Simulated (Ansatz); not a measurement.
# H4OSn: the cost of one run

All numbers below are computed with Ansatz 0.2.0 (RHF/def2-SVP).

### 1 Starting point

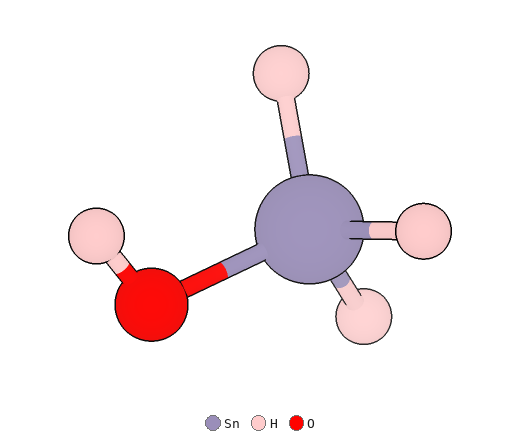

Start, viewed from a chosen angle; tin purple, hydrogen pink, oxygen red.

Structure file:

```xyz
6

Sn    0.0000    0.0000    0.0000
H     0.0000    0.0000    1.7400
O     1.8483    0.0000   -0.6527
H     2.1646   -0.9521   -0.7693
H    -0.8195    1.4198   -0.5794
H    -0.8195   -1.4198   -0.5794
```

### 2 Relaxing the start

Contents of input.yaml:

```yaml
crystal:
  periodic: [false, false, false]
  atoms:
    - { symbol: Sn, position_ang: [0.0, 0.0, 0.0] }
    - { symbol: H, position_ang: [0.0, 0.0, 1.74] }
    - { symbol: O, position_ang: [1.8483, 0.0, -0.6527] }
    - { symbol: H, position_ang: [2.1646, -0.9521, -0.7693] }
    - { symbol: H, position_ang: [-0.8195, 1.4198, -0.5794] }
    - { symbol: H, position_ang: [-0.8195, -1.4198, -0.5794] }
basis:
  gaussian: { orbitals: def2-SVP }
hamiltonian:
  xc: hf
relax:
  f_tol: 0.02
  max_steps: 40
```

Started as:

```console
ansatz run input.yaml --threads 1 --pin off --max-ram 2048MiB --backend cpu --events-out ev --progress --plain --runs-dir out
```

**Question.** How long does this run take on 1 thread of Arm Neoverse V2, shared host, and how much memory does it need?

About 11 s, with a peak of 0.1 GiB.
